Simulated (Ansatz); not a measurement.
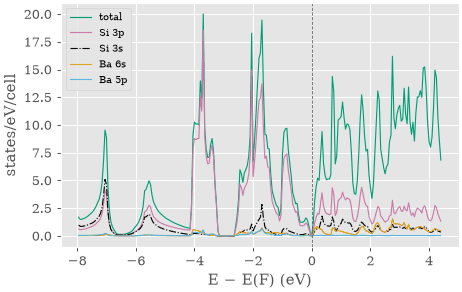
Figure. Total and projected density of states of BaSi$_{2}$ in space group P4_332 (No. 212; Ba on 4a, Si on 8c), plane-wave PAW PBEsol (Ansatz code)

Problem. Which orbitals carry the states next to the Fermi level?

Solution. Within 0.5 eV of the Fermi level: Si 3p 47 %, Si 3s 15 %, Ba 6s 8 %, outside the projected shells 29 %. Projections are on Löwdin-orthogonalised atomic valence shells; empty p or d shells of many metals are not among them.

Problem. Where is the tallest occupied peak in this window, and what makes it?

Solution. Near -3.7 eV, about 20 states/eV per cell; the largest projected share is Si 3p.

The workflow started from a Materials Project entry (that database holds measured and hypothetical structures alike); the Crystallography Open Database copy checked does not list it. COD files the formula under space group No. 62, 191, so this cell is another polymorph or a model. Whether it is the stable phase at ambient conditions was not checked. Symmetry was held in the PBEsol relaxation; its stability against distortions is not shown here. Scalar-relativistic: spin–orbit coupling is off unless named, which matters more the heavier the elements.

Potentials: the later of the program's two PAW sets.
